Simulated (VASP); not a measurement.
Band structure of Cu$_{3}$Au (L1_2). Level of theory: PBEsol GGA, VASP's PBE PAW potentials (set 64) (plane waves; VASP).

Unless said otherwise, spin-orbit coupling is left out, though it shifts the bands of the heavy elements here.

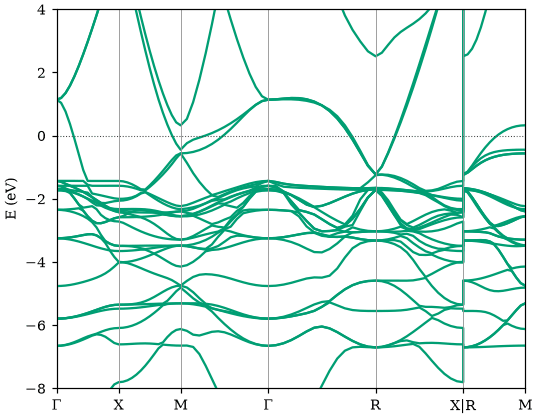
Fig. 1. Bands along high-symmetry lines, zero at the valence-band maximum or, without a gap, the Fermi level

Question: Read the plot: is there a gap, and where are the band edges?

Answer: It has no gap at this level: it comes out as a metal or semimetal. (Edges off the drawn lines would not show.)

The compound is Cu3Au in the L1_2 structure. It was relaxed first.
